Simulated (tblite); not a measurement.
**Frequency calculation, with input and output: C₆H₆GeO**

System: C₆H₆GeO.
Method: GFN2-xTB harmonic vibrations, gas phase (tblite 0.8.0).

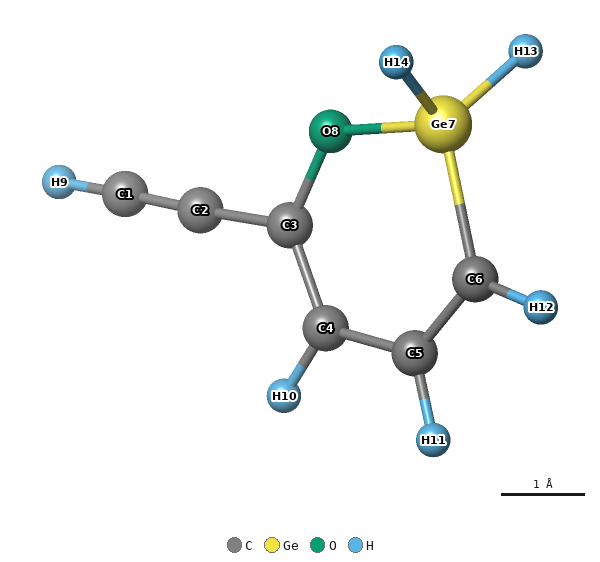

The structure as given in the input (ball-and-stick view, seen at a tilt; atoms are numbered from 1 in the order of the input). Sticks mark near contacts. Bond lengths as drawn: C–C 1.20 to 1.43 Å, C–Ge 1.93 Å, C–H 1.05 to 1.09 Å, C–O 1.34 Å, Ge–H 1.51 Å and Ge–O 1.79 Å.

Results in brief:

```tsv
quantity	value
outcome	converged
total energy	−593.1495 eV
zero-point energy	56.4190 kcal/mol
hardware	1 CPU thread, shared host
wall time	0.71 s
peak memory	0.18 GiB
```

Input:
```
{"job": {"kind": "ir", "xc": "GFN2-xTB", "basis": "xTB"}, "charge": 0, "multiplicity": 1}
C      3.425826    -0.720601    -0.319185
C      2.260645    -0.446591    -0.218542
C      0.873043    -0.171604    -0.085502
C      0.410126     1.078102    -0.331614
C     -0.961941     1.470761    -0.230500
C     -1.985364     0.666405     0.119910
Ge    -1.633886    -1.189288     0.534407
O      0.140807    -1.230895     0.285666
H      4.448856    -0.934151    -0.414508
H      1.130588     1.826707    -0.623449
H     -1.168215     2.511067    -0.461639
H     -2.985230     1.070185     0.164071
H     -2.149456    -2.262056    -0.401378
H     -1.806476    -1.668515     1.960097
```

The first line tells a small driver script what to run in tblite; the rest is the geometry in Å.

Run as:
```bash
OMP_NUM_THREADS=1 python <driver script> task.json out
```

Output:
```
mode    cm-1     km/mol
  1      80.9      3.52
  2     109.2      0.06
  3     117.4      0.43
  4     258.5      0.44
  5     277.5     21.10
  6     361.5      6.50
  7     371.0      0.75
  8     410.6     10.95
  9     476.0     83.12
 10     543.3     49.02
 11     552.7     34.81
 12     575.8      0.62
 13     588.7      1.77
 14     622.8     68.02
 15     671.9     12.55
 16     683.9     24.11
 17     716.4     46.67
 18     739.4     18.75
 19     818.4      4.34
 20     840.3    292.80
 21     921.4     49.78
 22     929.7      2.12
 23    1074.4     23.91
 24    1162.4     48.47
 25    1199.2     12.29
 26    1294.2     56.74
 27    1346.6     42.74
 28    1522.8    187.22
 29    1612.4     79.06
 30    1875.8    296.31
 31    1904.1    578.36
 32    2241.9      3.26
 33    3014.1     50.31
 34    3062.9     32.81
 35    3097.3     23.34
 36    3390.4      9.21
```

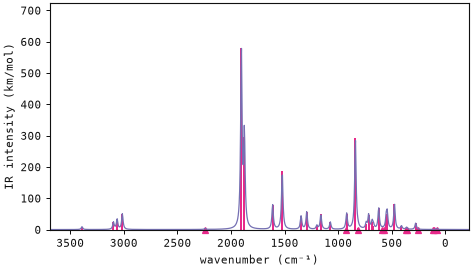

Harmonic infrared spectrum, unscaled: sticks (degenerate modes added up, dark ones marked on the axis) with a Lorentzian envelope of 16 cm⁻¹ full width, scaled to the tallest stick. 36 modes from 81 to 3390 cm⁻¹, none imaginary. The strongest line is at 1904 cm⁻¹ (578 km/mol).
